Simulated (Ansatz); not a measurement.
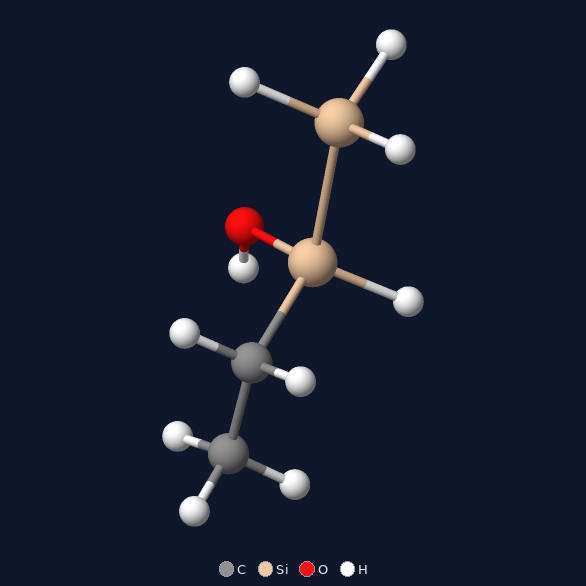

Simulated data, not a measurement (program: Ansatz).

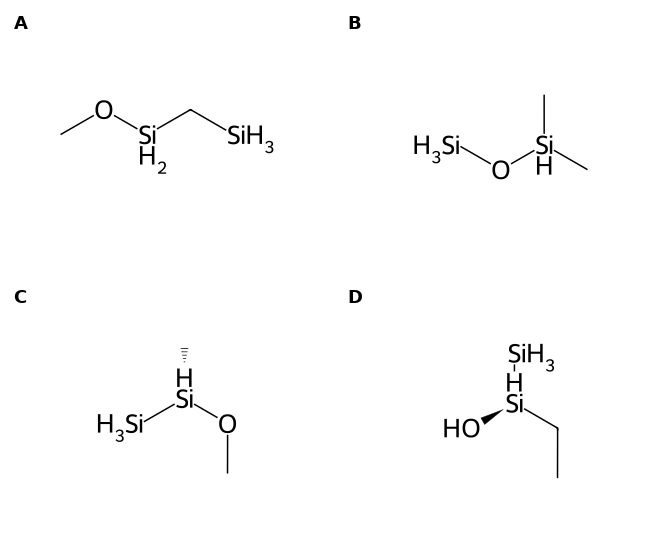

Question: The first picture shows one of the molecules drawn in the second. Which?

Answer: D, `CC[Si@@H](O)[SiH3]`.
